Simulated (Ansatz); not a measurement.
FGa2H3Si

```csv
atom,x (Å),y (Å),z (Å)
F,-1.0378,-0.4735,0.8320
Ga,-1.9476,1.3502,0.3024
Ga,0.7101,-1.3120,0.6957
Si,0.6324,1.4776,-0.4858
H,1.7221,2.2855,-1.1456
H,1.3217,0.9918,0.8036
H,0.7493,0.1221,-1.2089
```

Geometry: PBE0-D3(BJ)/def2-SVP.

Method: Ansatz 0.2.0, isolated molecule in a Gaussian basis; Kohn-Sham density functional theory, functional PBE0.

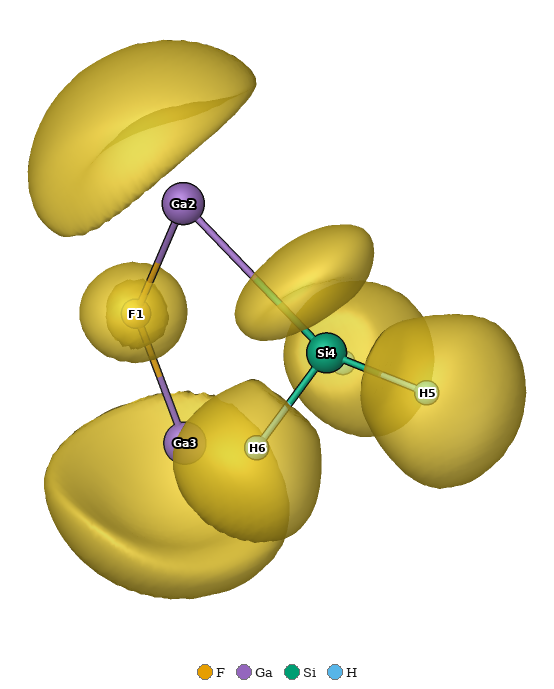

Figure 1. Isosurface of the electron localisation function at 0.8 (yellow), seen at a tilt. Only the valence region is drawn (cores and ρ < 0.01 e/Å³ removed).

### Where are the electrons localised?

The surface consists of three regions around hydrogen nuclei, one region on Si in which the atom's valence shell and bonds are merged, two lobes on Ga, pointing away from the bonds (lone pairs) and one region wrapped around F (its valence shell). Along the contacts the grid gives the following. Ga–F (1.94 Å): the ELF is about 0.15 at the midpoint. Ga–Si (2.70 Å): the ELF peaks at about 0.95 between the atoms.

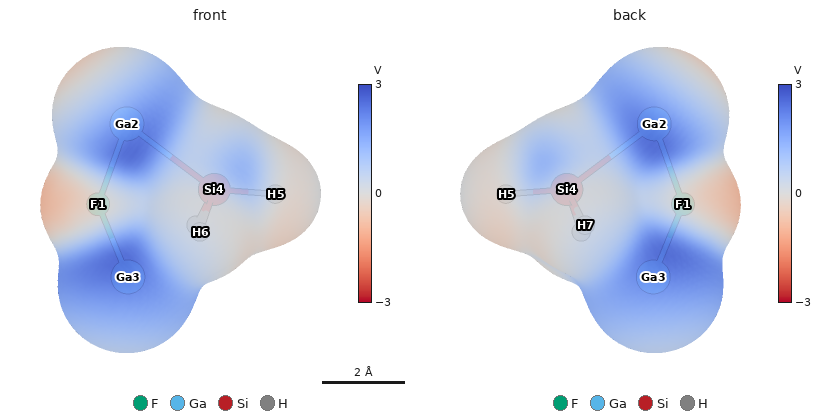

Figure 2. The molecular electrostatic potential painted on the density surface at 0.004 e/bohr³, seen from the front and from behind; red is negative and blue positive.

### Describe the electrostatic potential map.

The most negative region (about −0.9 V, or −21 kcal/mol for a unit charge) lies over F1, the most positive (about +2.5 V, or +58 kcal/mol for a unit charge) over Ga2 and Ga3.

### How polar is the molecule by this calculation?

Its dipole moment is 1.10 D.

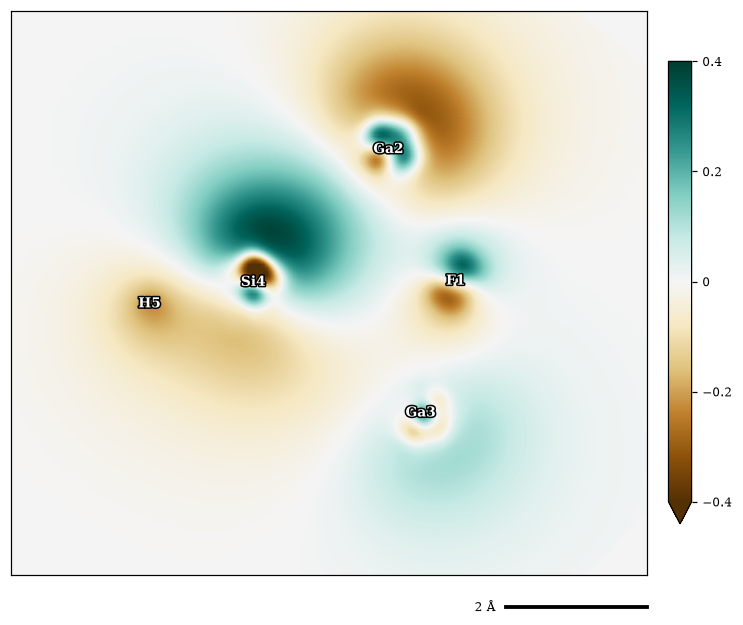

Figure 3. The HOMO on the plane of atoms Ga2, F1 and Ga3 (values in Å⁻³ᐟ²; the overall sign is arbitrary).

### What is the character of this orbital?

Its weight (Hirshfeld) is mainly on Ga2 (about 45 %), Si4 (about 35 %) and Ga3 (about 10 %). Its energy is −5.50 eV.

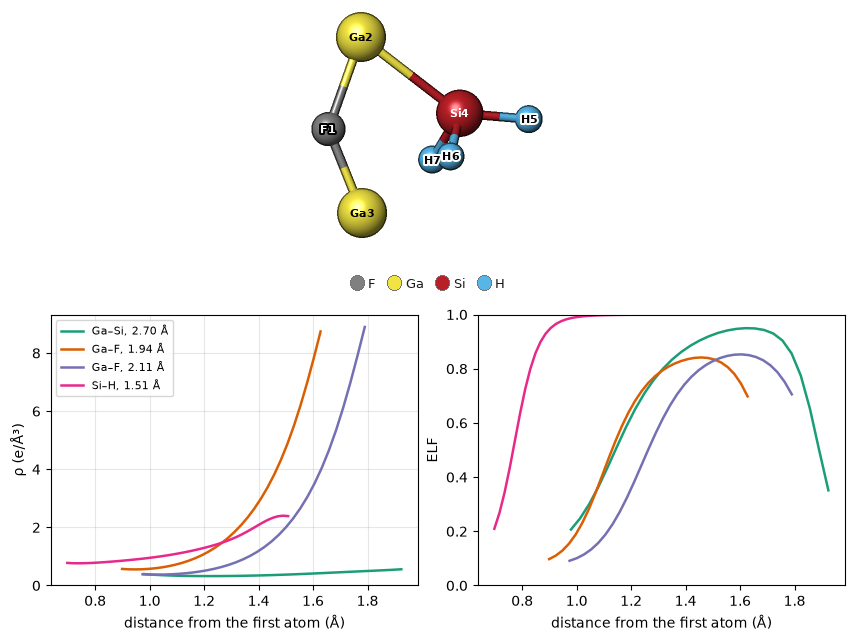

Figure 4. Total electron density and ELF along straight lines between neighbouring atoms. The curves leave out the atomic cores. The structure is drawn too.

### Compare the contacts.

Ga–Si (2.70 Å): ρ is about 0.34 e/Å³ halfway; the ELF peaks at about 0.95 between the atoms.
Ga–F (1.94 Å): ρ at the midpoint is about 0.56 e/Å³; the ELF is about 0.15 at the midpoint.
Ga–F (2.11 Å): ρ at the midpoint is about 0.38 e/Å³; the ELF is about 0.15 at the midpoint.
Si–H (1.51 Å): the density is about 0.77 e/Å³ at the midpoint; the ELF climbs to about 1 towards the hydrogen, as it does in any bond to H.
